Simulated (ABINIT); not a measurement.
# Beyond one shot: CsGeCl3 (R3m)

Wanted: G0W0 and self-consistent gaps of CsGeCl3 (R3m), with the cost of the cycles.

Main program and level: ABINIT 10.8.3; LDA and many-body steps on it, plane waves.

**1. Set-up**

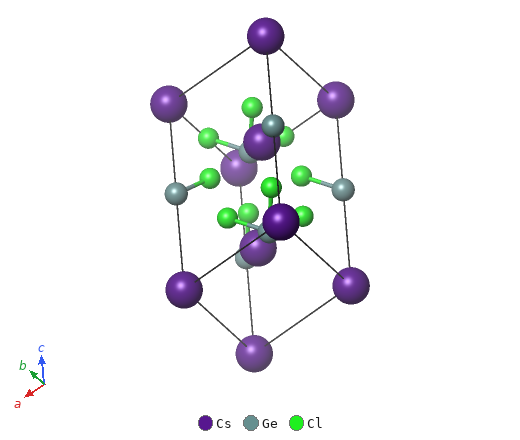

Start, viewed from a free direction; caesium purple, germanium teal, chlorine green. This picture shows the conventional cell, with its axes. Bonds to atoms that aren't drawn are left out. Some periodic images of atoms are drawn too.

The cell and positions are those that the Materials Project relaxed with its own functionals (PBE, PBE+U or r2SCAN), kept fixed. Spin-orbit coupling is left out unless a step names it.

**2. Empty states on the mesh, 2×2×2 mesh, 246 bands**

This step: ABINIT 10.8.3; DFT, LDA, plane waves, norm-conserving pseudopotentials.

The sums over transitions need many empty states on a uniform mesh; this step solves for them.

Input file run.abi:

```
acell 3*1.0 Angstrom
rprim 
  3.846816390705 2.220960478697 3.178300533600
  -3.846816390705 2.220960478697 3.178300533600
  -0.000000000000 -4.441920957394 3.178300533600
ntypat 3
znucl 55 32 17
natom 5
typat 1 2 3 3 3
xred 
  0.998403350000 0.998403350000 0.998403350000
  0.515533150000 0.515533150000 0.515533150000
  0.496712670000 0.496712670000 0.948638170000
  0.496712670000 0.948638170000 0.496712670000
  0.948638170000 0.496712670000 0.496712670000
pp_dirpath "pseudos"
pseudos "Cs.upf, Ge.upf, Cl.upf"
ecut 56
ngkpt 2 2 2
nshiftk 1
shiftk 0 0 0
kptopt 1
chksymbreak 0
iscf -2
irdden 1
istwfk *1
nband 246
nbdbuf 22
tolwfr 1e-09
nstep 60
prtvol 0
indata_prefix "in"
outdata_prefix "out"
tmpdata_prefix "tmp"
```

On the command line:

```sh
$ OMP_NUM_THREADS=1 mpirun -n 4 abinit run.abi > log
```

Numbers of over 12 decimals in the logs are rounded to 6 here.

Log:

```text
.Version 10.8.3 of ABINIT. v10.8.2 released Aug 2026.

 Symmetries : space group R3 m (#160); Bravais hR (rhombohedral)
[... echo of the input left out ...]
== DATASET  1 ==================================================================
-   mpi_nproc: 4, omp_nthreads: 1 (-1 if OMP is not activated)

--- !DatasetInfo
iteration_state: {dtset: 1, }
dimensions: {natom: 5, nkpt: 4, mband: 246, nsppol: 1, nspinor: 1, nspden: 1, mpw: 22041, }
cutoff_energies: {ecut:  56.0, pawecutdg:  -1.0, }
[...]
2.28660    2.28837    2.29893    2.29893    2.30898    2.30898    2.34075    2.34075
   2.35030    2.35449    2.35575    2.35575    2.36495    2.37092    2.37103    2.37196
   2.37269    2.37855    2.37883    2.38991    2.39236    2.39800
 prteigrs : prtvol=0 or 1, do not print more k-points.

== END DATASET(S) ==============================================================
================================================================================

 -outvars: echo values of variables after computation  --------
            nband         246
             nkpt           4
          spgroup         160
 [... the other variables as echoed above ...]

 Calculation completed.
```

It took 4.2 min on 4 MPI ranks of Intel Xeon 6975P-C (Granite Rapids), shared host; peak memory 0.85 GiB; 17 min of CPU time.

This step gave:

| Property | Result |
| --- | --- |
| gap | 1.977 eV |
| k of the valence top | 0.5, 0.5, 0.5 |
| k of the conduction bottom | 0.5, 0.5, 0.5 |
| least direct gap | 1.977 eV |
| k points computed | 4 |
| lowest point of the top converged band, above the valence top | 59.0988 eV |

On this mesh the gap is 1.977 eV.

The density comes from a self-consistent run that is not shown.

**3. Screening, 2×2×2 mesh, 224 bands, screening to 130.6 eV**

The RPA dielectric matrix is built and inverted for each q.

This step: RPA screening on LDA, plane waves, norm-conserving pseudopotentials.

run.abi: that of step 2 with these lines changed.

```diff
@@ -23,10 +23,11 @@
 chksymbreak 0
-iscf -2
-irdden 1
 istwfk *1
-nband 246
-nbdbuf 22
-tolwfr 1e-09
-nstep 60
-prtvol 0
+occopt 1
+irdwfk 1
+optdriver 3
+nband 224
+ecuteps 4.8
+inclvkb 2
+awtr 1
+symchi 1
 indata_prefix "in"
```

Log:

```text
.Version 10.8.3 of ABINIT. v10.8.2 released Aug 2026.

 Symmetries : space group R3 m (#160); Bravais hR (rhombohedral)
[... echo of the input left out ...]
== DATASET  1 ==================================================================
-   mpi_nproc: 4, omp_nthreads: 1 (-1 if OMP is not activated)

--- !DatasetInfo
iteration_state: {dtset: 1, }
dimensions: {natom: 5, nkpt: 4, mband: 224, nsppol: 1, nspinor: 1, nspden: 1, mpw: 22041, }
cutoff_energies: {ecut:  56.0, pawecutdg:  -1.0, }
electrons: {nelect:   5.20000000E+01, charge:   0.00000000E+00, occopt:   1.00000000E+00, tsmear:   1.00000000E-02, }

 SCREENING: Calculation of the susceptibility and dielectric matrices

 Based on a program developped by R.W. Godby, V. Olevano, G. Onida, and L. Reining.
 Incorporated in ABINIT by V. Olevano, G.-M. Rignanese, and M. Torrent.
.Using double precision arithmetic ; gwpc =  8

[... cell and pseudopotentials left out ...]
--------------------------------------------------------------------------------

 ==== K-mesh for the wavefunctions ====
 Number of points in the irreducible wedge :     4
[... list of points left out ...]
 Together with  6 symmetry operations and time-reversal symmetry
 yields     8 points in the full Brillouin Zone.

 ==== Q-mesh for the screening function ====
 Number of points in the irreducible wedge :     4
[... list of points left out ...]
 Together with  6 symmetry operations and time-reversal symmetry
 yields     8 points in the full Brillouin Zone.

 setmesh: FFT mesh size selected  =    45x   45x   45
          total number of points  =        91125

 vcoul_init : cutoff-mode = AUXILIARY_FUNCTION
 q-points for optical limit:   1
     1)      0.000010    0.000020    0.000030

- screening: taking advantage of time-reversal symmetry
- Maximum band index for partially occupied states nbvw = 26
- Remaining bands to be divided among processors   nbcw = 198
- Number of bands treated by each node ~49

 Number of electrons calculated from density =   52.0000; Expected =   52.0000
 average of density, n =  0.047295
 r_s =    1.7154
 omega_plasma =   20.9780 [eV]

 calculating chi0 at frequencies [eV] :
  1    0.000000E+00    0.000000E+00
  2    0.000000E+00    2.097803E+01

--------------------------------------------------------------------------------
  q-point number  1        q = ( 0.000000, 0.000000, 0.000000) [r.l.u.]
--------------------------------------------------------------------------------
[... chi0 elements left out ...]
 For q-point:  0.000010 0.000020 0.000030
  dielectric constant =   5.9661
  dielectric constant without local fields =   7.2328

  Average fulfillment of the sum rule on Im[epsilon] for q-point    1 :     55.93  [%]
[... wings left out ...]
  q-point number  2        q = ( 0.500000, 0.000000, 0.000000) [r.l.u.]
--------------------------------------------------------------------------------
[... chi0 elements left out ...]
  Average fulfillment of the sum rule on Im[epsilon] for q-point    2 :     59.21  [%]

 [... 2 further q-points ...]
```

Elapsed: 2.2 min, on 4 MPI ranks; peak memory 3.3 GiB; 8.6 min of CPU time.

Numbers from this step:

```yaml
eps_infinity_with_local_fields_on_this_mesh_along_the_program_s_q_direction: 5.966
the_same_without_local_fields: 7.233
plasma_frequency: 20.98 eV
plane_waves_in_the_screening_matrix: 527
```

Local fields lower ε∞ by 18 %. On a Γ-centred mesh this coarse the value itself is usually too large, while a short band sum pulls it down.

**4. G0W0**

The self-energy is evaluated for the states that the input lists, and the levels follow from it, in one-shot runs by the linearised quasiparticle equation.

This step: G0W0 on LDA, plane waves, norm-conserving pseudopotentials.

run.abi: that of step 3 with these lines changed.

```diff
@@ -26,8 +26,17 @@
 irdwfk 1
-optdriver 3
+optdriver 4
 nband 224
+gwcalctyp 0
+ecutsigx 56
+symsigma 1
+nkptgw 2
+kptgw 
+  0.5000000000 0.5000000000 0.5000000000
+  0.0000000000 0.0000000000 0.0000000000
+bdgw 
+  25 28
+  24 29
 ecuteps 4.8
-inclvkb 2
-awtr 1
-symchi 1
+irdscr 1
+ppmodel 1
 indata_prefix "in"
```

Log:

```text
.Version 10.8.3 of ABINIT. v10.8.2 released Aug 2026.

 Symmetries : space group R3 m (#160); Bravais hR (rhombohedral)
[... echo of the input left out ...]
== DATASET  1 ==================================================================
-   mpi_nproc: 4, omp_nthreads: 1 (-1 if OMP is not activated)

--- !DatasetInfo
iteration_state: {dtset: 1, }
dimensions: {natom: 5, nkpt: 4, mband: 224, nsppol: 1, nspinor: 1, nspden: 1, mpw: 22041, }
cutoff_energies: {ecut:  56.0, pawecutdg:  -1.0, }
electrons: {nelect:   5.20000000E+01, charge:   0.00000000E+00, occopt:   1.00000000E+00, tsmear:   1.00000000E-02, }

 SIGMA: Calculation of the GW corrections

 Based on a program developped by R.W. Godby, V. Olevano, G. Onida, and L. Reining.
 Incorporated in ABINIT by V. Olevano, G.-M. Rignanese, and M. Torrent.
.Using double precision arithmetic ; gwpc =  8

[... cell and pseudopotentials left out ...]
--------------------------------------------------------------------------------

 ==== K-mesh for the wavefunctions ====
 Number of points in the irreducible wedge :     4
[... list of points left out ...]
 Together with  6 symmetry operations and time-reversal symmetry
 yields     8 points in the full Brillouin Zone.

 ==== Q-mesh for screening function ====
 Number of points in the irreducible wedge :     4
[... list of points left out ...]
 Together with  6 symmetry operations and time-reversal symmetry
 yields     8 points in the full Brillouin Zone.

 vcoul_init : cutoff-mode = AUXILIARY_FUNCTION
 q-points for optical limit:   1
     1)      0.000010    0.000020    0.000030
 setmesh: FFT mesh size selected  =    72x   72x   72
          total number of points  =       373248

 Number of electrons calculated from density =   52.0000; Expected =   52.0000
 average of density, n =  0.047295
 r_s =    1.7154
 omega_plasma =   20.9780 [eV]

 === KS Band Gaps ===
  >>>> For spin  1
   Minimum direct gap =   1.9771 [eV], located at k-point      :   0.5000  0.5000  0.5000
   Fundamental gap    =   1.9771 [eV], Top of valence bands at :   0.5000  0.5000  0.5000
                                       Bottom of conduction at :   0.5000  0.5000  0.5000
 SIGMA fundamental parameters:
 PLASMON POLE MODEL  1
 number of plane-waves for SigmaX                22041
 number of plane-waves for SigmaC and W            527
 number of plane-waves for wavefunctions         22041
 number of bands                                   224
 number of independent spin polarizations            1
 number of spinorial components                      1
 number of k-points in IBZ                           4
 number of q-points in IBZ                           4
 number of symmetry operations                       6
 number of k-points in BZ                            8
 number of q-points in BZ                            8
 number of frequencies for dSigma/dE                 9
 frequency step for dSigma/dE [eV]                0.25
 number of omega for Sigma on real axis              0
 max omega for Sigma on real axis  [eV]           0.00
 zcut for avoiding poles [eV]                     0.10

 EPSILON^-1 parameters (SCR file):
 dimension of the eps^-1 matrix on file            527
 dimension of the eps^-1 matrix used               527
 number of plane-waves for wavefunctions         22041
 number of bands                                   224
 number of q-points in IBZ                           4
 number of frequencies                               2
 number of real frequencies                          1
 number of imag frequencies                          1

 matrix elements of self-energy operator (all in [eV])

 Perturbative Calculation

--- !SelfEnergy_ee
iteration_state: {dtset: 1, }
kpoint     : [   0.500,    0.500,    0.500, ]
spin       : 1
KS_gap     :    1.977
QP_gap     :    3.635
Delta_QP_KS:    1.658
data: !SigmaeeData |
     Band     E0 <VxcDFT>   SigX SigC(E0)      Z dSigC/dE  Sig(E)    E-E0       E
       25  -0.190 -14.219 -18.514   2.885   0.771  -0.297 -15.307  -1.088  -1.278
       26   1.959 -14.764 -16.833   1.401   0.787  -0.271 -15.289  -0.525   1.433
       27   3.936 -11.282  -6.604  -3.276   0.808  -0.238 -10.150   1.132   5.068
       28   3.936 -11.282  -6.604  -3.276   0.808  -0.238 -10.150   1.132   5.068

--- !SelfEnergy_ee
iteration_state: {dtset: 1, }
kpoint     : [   0.000,    0.000,    0.000, ]
spin       : 1
KS_gap     :    5.520
QP_gap     :    7.279
Delta_QP_KS:    1.759
data: !SigmaeeData |
     Band     E0 <VxcDFT>   SigX SigC(E0)      Z dSigC/dE  Sig(E)    E-E0       E
       24  -0.526 -14.055 -18.275   2.846   0.772  -0.296 -15.116  -1.061  -1.587
       25  -0.526 -14.055 -18.275   2.846   0.772  -0.296 -15.116  -1.061  -1.587
       26  -0.340 -13.977 -17.781   2.560   0.774  -0.292 -14.940  -0.963  -1.303
       27   5.180  -7.348  -3.022  -3.377   0.839  -0.192  -6.552   0.796   5.976
       28   6.059  -7.267  -2.987  -3.277   0.840  -0.190  -6.424   0.843   6.902
       29   6.059  -7.267  -2.987  -3.277   0.840  -0.190  -6.424   0.843   6.902

== END DATASET(S) ==============================================================
================================================================================

 -outvars: echo values of variables after computation  --------
           etotal      0.0000000000E+00
            nband         224
             nkpt           4
          spgroup         160
 [... the other variables as echoed above ...]

 Calculation completed.
```

It took 25 s on 4 MPI ranks; peak memory 2.4 GiB.

This step gave:

* G0W0 gap on the points computed: 3.635 eV
* starting gap on the mesh: 1.977 eV
* k of the valence top: 0.5, 0.5, 0.5
* k of the conduction bottom: 0.5, 0.5, 0.5
* Z at the valence top: 0.787
* Z at the conduction bottom: 0.808
* least direct G0W0 gap on the computed points: 3.635 eV

The gap on the mesh goes from 1.98 eV to 3.63 eV, a correction of +1.66 eV.

**5. evGW0, cycle 1**

This step: evGW0 on LDA, plane waves, norm-conserving pseudopotentials.

run.abi: that of step 4 with these lines changed.

```diff
@@ -28,12 +28,16 @@
 nband 224
-gwcalctyp 0
+gwcalctyp 10
 ecutsigx 56
 symsigma 1
-nkptgw 2
+nkptgw 4
 kptgw 
+  0.0000000000 0.0000000000 0.0000000000
+  0.5000000000 0.0000000000 0.0000000000
+  0.5000000000 0.5000000000 0.0000000000
   0.5000000000 0.5000000000 0.5000000000
-  0.0000000000 0.0000000000 0.0000000000
 bdgw 
-  25 28
-  24 29
+  14 35
+  14 35
+  14 35
+  14 35
 ecuteps 4.8
```

Log:

```text
.Version 10.8.3 of ABINIT. v10.8.2 released Aug 2026.

 Symmetries : space group R3 m (#160); Bravais hR (rhombohedral)
[... echo of the input left out ...]
== DATASET  1 ==================================================================
-   mpi_nproc: 4, omp_nthreads: 1 (-1 if OMP is not activated)

--- !DatasetInfo
iteration_state: {dtset: 1, }
dimensions: {natom: 5, nkpt: 4, mband: 224, nsppol: 1, nspinor: 1, nspden: 1, mpw: 22041, }
cutoff_energies: {ecut:  56.0, pawecutdg:  -1.0, }
electrons: {nelect:   5.20000000E+01, charge:   0.00000000E+00, occopt:   1.00000000E+00, tsmear:   1.00000000E-02, }

 SIGMA: Calculation of the GW corrections

 Based on a program developped by R.W. Godby, V. Olevano, G. Onida, and L. Reining.
 Incorporated in ABINIT by V. Olevano, G.-M. Rignanese, and M. Torrent.
.Using double precision arithmetic ; gwpc =  8

[... cell and pseudopotentials left out ...]
--------------------------------------------------------------------------------

 ==== K-mesh for the wavefunctions ====
 Number of points in the irreducible wedge :     4
[... list of points left out ...]
 Together with  6 symmetry operations and time-reversal symmetry
 yields     8 points in the full Brillouin Zone.

 ==== Q-mesh for screening function ====
 Number of points in the irreducible wedge :     4
[... list of points left out ...]
 Together with  6 symmetry operations and time-reversal symmetry
 yields     8 points in the full Brillouin Zone.

 vcoul_init : cutoff-mode = AUXILIARY_FUNCTION
 q-points for optical limit:   1
     1)      0.000010    0.000020    0.000030
 setmesh: FFT mesh size selected  =    72x   72x   72
          total number of points  =       373248

 Number of electrons calculated from density =   52.0000; Expected =   52.0000
[...]
--- !SelfEnergy_ee
iteration_state: {dtset: 1, }
kpoint     : [   0.500,    0.500,    0.000, ]
spin       : 1
KS_gap     :    3.106
QP_gap     :    4.905
Delta_QP_KS:    1.799
data: !SigmaeeData |
     Band     E_DFT   <VxcDFT>   E(N-1)  <Hhartree>   SigX  SigC[E(N-1)]    Z     dSigC/dE  Sig[E(N)]  DeltaE  E(N)_pert E(N)_diago
[...]
--- !SelfEnergy_ee
iteration_state: {dtset: 1, }
kpoint     : [   0.500,    0.500,    0.500, ]
spin       : 1
KS_gap     :    1.977
QP_gap     :    3.635
Delta_QP_KS:    1.658
data: !SigmaeeData |
     Band     E_DFT   <VxcDFT>   E(N-1)  <Hhartree>   SigX  SigC[E(N-1)]    Z     dSigC/dE  Sig[E(N)]  DeltaE  E(N)_pert E(N)_diago
[...]
34     8.907    -8.898     8.907    17.805    -3.879    -3.556     0.834    -0.200    -7.679     1.219    10.126    10.370
       35     8.907    -8.898     8.907    17.805    -3.879    -3.556     0.834    -0.200    -7.679     1.219    10.126    10.370

 New Fermi energy :        1.218015E-01 Ha ,    3.314388E+00 eV

 === QP Band Gaps ===
  >>>> For spin  1
   Minimum direct gap =   4.0468 [eV], located at k-point      :   0.5000  0.5000  0.5000
   Fundamental gap    =   4.0468 [eV], Top of valence bands at :   0.5000  0.5000  0.5000
                                       Bottom of conduction at :   0.5000  0.5000  0.5000

 writing QP data on file : out_QPS

 Convergence of QP corrections
 >>>>> For spin  1 <<<<<
.  kptgw no:  1; Maximum DeltaE = (   0.000   0.000) for band index:  3
.  kptgw no:  2; Maximum DeltaE = (  -1.061   0.000) for band index:  3
.  kptgw no:  3; Maximum DeltaE = (  -0.691   0.000) for band index:  4
.  kptgw no:  4; Maximum DeltaE = (  -0.590  -0.000) for band index:  4

== END DATASET(S) ==============================================================
================================================================================

 -outvars: echo values of variables after computation  --------
           etotal      0.0000000000E+00
            nband         224
             nkpt           4
          spgroup         160
 [... the other variables as echoed above ...]

 Calculation completed.
```

Elapsed: 4 min, on 4 MPI ranks; peak memory 4.1 GiB.

Numbers from this step:

```yaml
quasiparticle_gap_on_the_mesh: 4.047 eV
gap_of_the_density_functional_on_the_mesh: 1.977 eV
k_of_the_valence_top: 0.5, 0.5, 0.5
k_of_the_conduction_bottom: 0.5, 0.5, 0.5
z_at_the_valence_top: 0.787
z_at_the_conduction_bottom: 0.808
least_direct_quasiparticle_gap_on_the_computed_points: 4.047 eV
```

Against G0W0 in ABINIT (2×2×2 mesh, 224 bands, screening to 130.6 eV, Godby-Needs plasmon pole), the gap moves by +0.412 eV. This first cycle still uses the starting levels; it takes the full correction, at all points of the mesh, and its linearised value is 3.635 eV.

**6. evGW0, cycle 2**

The corrected levels of the last cycle go back in.

run.abi: that of step 5 with these lines changed.

```diff
@@ -45,2 +45,3 @@
 ppmodel 1
+irdqps 1
 indata_prefix "in"
```

Log:

```text
.Version 10.8.3 of ABINIT. v10.8.2 released Aug 2026.

 Symmetries : space group R3 m (#160); Bravais hR (rhombohedral)
[... echo of the input left out ...]
== DATASET  1 ==================================================================
-   mpi_nproc: 4, omp_nthreads: 1 (-1 if OMP is not activated)

--- !DatasetInfo
iteration_state: {dtset: 1, }
dimensions: {natom: 5, nkpt: 4, mband: 224, nsppol: 1, nspinor: 1, nspden: 1, mpw: 22041, }
cutoff_energies: {ecut:  56.0, pawecutdg:  -1.0, }
[...]
.  kptgw no:  2; Maximum DeltaE = (   0.090  -0.001) for band index: 19
.  kptgw no:  3; Maximum DeltaE = (   0.104   0.000) for band index: 16
.  kptgw no:  4; Maximum DeltaE = (   0.088   0.001) for band index: 21

== END DATASET(S) ==============================================================
================================================================================

 -outvars: echo values of variables after computation  --------
           etotal      0.0000000000E+00
            nband         224
             nkpt           4
          spgroup         160
 [... the other variables as echoed above ...]

 Calculation completed.
```

Wall time 4.1 min (4 MPI ranks); peak memory 4.1 GiB.

Numbers from this step:

```yaml
quasiparticle_gap_on_the_mesh: 3.834 eV
gap_of_the_density_functional_on_the_mesh: 1.977 eV
k_of_the_valence_top: 0.5, 0.5, 0.5
k_of_the_conduction_bottom: 0.5, 0.5, 0.5
least_direct_quasiparticle_gap_on_the_computed_points: 3.834 eV
```

Against the cycle before, the gap moves by −0.213 eV.

[end of part 1 of 3]

[Paths, hosts, dates, memory and timing lines, banners, echoed tables and standing remarks are left out of the program output.]

[Logs are printed without paths, hosts, clocks, repeated set-up lines and the standing remarks that a program may print on its own settings, such as how far it seeks lower states.]

[Runs of the session that timed out or met a known fault of the program may be left out.]

[Hosts, paths, dates, database ids (printed as entryN), source tags and the programs' standing remarks are cut or masked in the printed files.]

[G0W0 gaps are taken among the corrected bands and points alone; a level outside them can change the order at an edge.]

[Where Ansatz stands beside ABINIT at settings called matched, ABINIT's density can come from a denser mesh and the files from another edition; pairs whose starting gaps differed by over 0.03 eV were left out, so agreement reads better than it is.]
